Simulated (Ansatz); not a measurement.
# B2PLYP/6-31G(d) (spherical functions) run of HCl (hydrogen chloride)

Aim: the electronic atomisation energy of HCl (hydrogen chloride) at B2PLYP/6-31G* (spherical functions), from 3 runs. 

Program for the calculation: Ansatz 0.2.0.

56 further runs of the same task are left out: 2 that didn't finish, 54 set aside as unsound or not needed.

## 1. Starting point

HCl: 2 atoms, total charge 0, spin state singlet. SMILES: `Cl`. Geometry: relaxed at PBE0-D4/def2-TZVP.

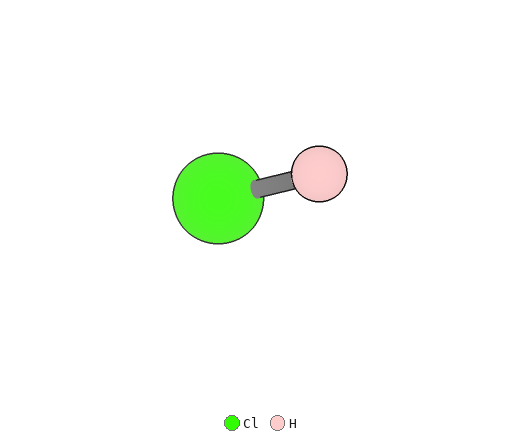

The structure, seen from a chosen angle (chlorine green, hydrogen pink).

## 2. The energy at B2PLYP/6-31G(d) (spherical functions)

The input, run.yaml:

```yaml
crystal:
  periodic: [false, false, false]
  atoms:
    - {symbol: Cl, position_ang: [0.546000, -0.178500, 0.280800]}
    - {symbol: H, position_ang: [-0.546000, 0.178500, -0.280800]}
basis:
  gaussian:
    orbitals: 6-31G_st_-spherical.json
magnetization:
  spin_polarized: false
  initial_magnetization: 0
hamiltonian:
  xc: {name: B2PLYP}
correlation:
  frozen_orbitals: {Cl: 5, H: 0}
accuracy: high
```

The basis set 6-31G* is read from a file made from the Basis Set Exchange's data (not shown).

Launch:

```sh
$ ansatz run run.yaml --threads 1 --pin off --max-ram 2610MiB --events-out events.jsonl --progress --plain --runs-dir runs
```

Standard output:

```text
Warning: RAYON_NUM_THREADS=1 ignored (pool sized by the plan → 1); use --threads N
Functional definition: B2PLYP
  name "B2PLYP"
  parameter a = 0.53
  parameter c = 0.27
  exchange = (1 - a)*b88_x + a*exact_x
  correlation = (1 - c)*lyp_c + c*(mp2_os + mp2_ss)
319 factors; integrals over basis functions are off by at most 3.1e-9 eV
mean field evaluation 1: about -12532.6856 eV, gradient 9.7e0 eV
mean field evaluation 2: about -12532.6837 eV, gradient 9.7e0 eV
mean field evaluation 4: about -12533.0075 eV, gradient 3.1e-1 eV
mean field evaluation 8: about -12533.0082 eV, gradient 8.7e-4 eV
mean field evaluation 16: about -12533.0082 eV, gradient 2.1e-8 eV
mean field -12533.00819418 eV, -460.5795559580 hartree, gradient 2.1e-8 eV, S^2 0.000000; 0 other end points of the search recorded, 0 dependent functions left out
5 core orbitals not correlated: weight in the atoms' cores, before any rotation towards them, 1.000 or more for the frozen orbitals, at most 0.000 for the correlated occupied ones
reference -12533.00820928 eV, -460.5795565129 hartree; 4, 4 occupied and 11, 11 virtual orbitals, 319 factors
second order -4.28823831 eV of doubles, -0.00000000 eV of singles
Total energy: -12534.16603362 eV, -460.6221057727 hartree
```

Wall time 0.52 s (1 thread of Arm Neoverse V2, shared host).

## 3. The Cl atom at the same level

The input, input.yaml:

```yaml
crystal:
  periodic: [false, false, false]
  atoms:
    - {symbol: Cl, position_ang: [0.000000, 0.000000, 0.000000]}
basis:
  gaussian:
    orbitals: 6-31G_st_-spherical.json
correlation:
  frozen_orbitals: {Cl: 5}
hamiltonian:
  xc: {name: B2PLYP}
magnetization:
  spin_polarized: true
  initial_magnetization: 1
accuracy: high
```

The basis set 6-31G* is read from a file made from the Basis Set Exchange's data (not shown).

Run the same way, it converges to -459.97217 Eh (log not shown).

## 4. The H atom at the same level

The input, run.yaml:

```yaml
crystal:
  periodic: [false, false, false]
  atoms:
    - {symbol: H, position_ang: [0.000000, 0.000000, 0.000000]}
basis:
  gaussian: {orbitals: "6-31G*"}
hamiltonian: {xc: {name: B2PLYP}}
correlation: {frozen_orbitals: {H: 0}}
magnetization: {spin_polarized: true, initial_magnetization: 1}
accuracy: high
```

Launch:

```sh
$ ansatz run run.yaml --threads 1 --pin off --max-ram 2610MiB --events-out events.jsonl --progress --plain --runs-dir runs
```

Standard output, shortened:

```text
Warning: RAYON_NUM_THREADS=1 ignored (pool sized by the plan → 1); use --threads N
[... 6 set-up lines as earlier in the session ...]
3 factors; integrals over basis functions are off by at most 5.4e-10 eV
mean field evaluation 1: about -13.5158 eV, gradient 8.3e-1 eV
mean field evaluation 2: about -13.5155 eV, gradient 8.2e-1 eV
mean field evaluation 4: about -13.5218 eV, gradient 8.4e-6 eV
mean field evaluation 8: about -13.5218 eV, gradient 8.9e-9 eV
mean field -13.52181500 eV, -0.4969175357 hartree, gradient 4.6e-8 eV, S^2 0.750000; 0 other end points of the search recorded, 0 dependent functions left out
reference -13.52182647 eV, -0.4969179572 hartree; 1, 0 occupied and 1, 2 virtual orbitals, 3 factors
second order 0.00000000 eV of doubles, -0.00000000 eV of singles
Total energy: -13.52182647 eV, -0.4969179572 hartree
```

Wall time 0.1 s (1 thread of Arm Neoverse V2, shared host).

## 5. Summary of results

Level: B2PLYP/6-31G* (spherical functions), 5 core orbitals frozen.

| quantity | value |
| --- | --- |
| molecule: total energy | -460.62211 Eh |
| Cl atom: total energy | -459.97217 Eh |
| Cl atom: ⟨S²⟩ | 0.753 |
| H atom: total energy | -0.49692 Eh |
| H atom: ⟨S²⟩ | 0.750 |
| electronic atomisation energy | 4.164 eV |

Taking the molecule apart into free atoms costs 4.16 eV (96 kcal/mol), before zero-point energy and without spin-orbit coupling.
